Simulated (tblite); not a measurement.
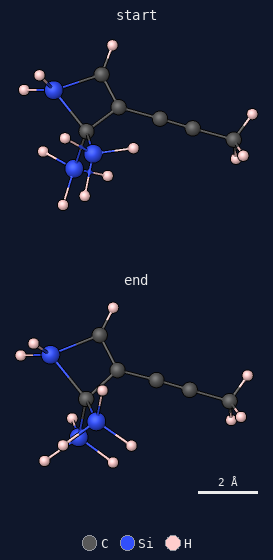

The structure of C₆H₁₂Si₃ before (top) and after (bottom) a relaxation, at one scale.

A ball-and-stick model, seen at a tilt.

The calculation used GFN2-xTB geometry optimisation, gas phase in tblite 0.8.0. 

Describe what moved and what it gained.

Answer. The energy falls by 113.2 kJ/mol in 180 geometry steps. An H atom moves most after the best rigid fit: 1.36 Å. Largest moves by element: H 1.36 Å, Si 0.21 Å, C 0.19 Å. Among the contacts that change: C–Si 1.804 → 1.951 Å, C–C 1.490 → 1.400 Å, C–C 1.270 → 1.351 Å, C–Si 1.796 → 1.872 Å. Bond angles that change, for instance: Si–C–H 130.5° → 139.1°, H–Si–H 115.0° → 108.4°, C–C–C 100.4° → 106.1°. Groups turn about C–Si by about 55°, C–Si by about 45°.
